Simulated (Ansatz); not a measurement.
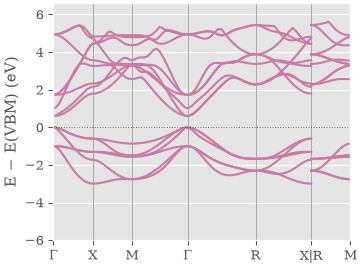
Figure: Band structure from plane-wave PAW r²SCAN (Ansatz code)

### Question
Read off the gap and where the band edges lie.

### Answer
About 0.6 eV (0.60 eV by a search for the band edges); maximum at Γ, minimum at Γ.

The material is Sr3BiN (anti-perovskite, Pm-3m).

The workflow started from a Materials Project entry (that database holds measured and hypothetical structures alike); the Crystallography Open Database copy checked does not list it. Its standing as an ambient phase is unchecked. The cell was relaxed with r²SCAN under the symmetry of its start; whether a distortion lowers the energy is not shown. Scalar-relativistic: spin–orbit coupling is off unless named, which matters more the heavier the elements.

Potentials: the later of the program's two PAW sets.
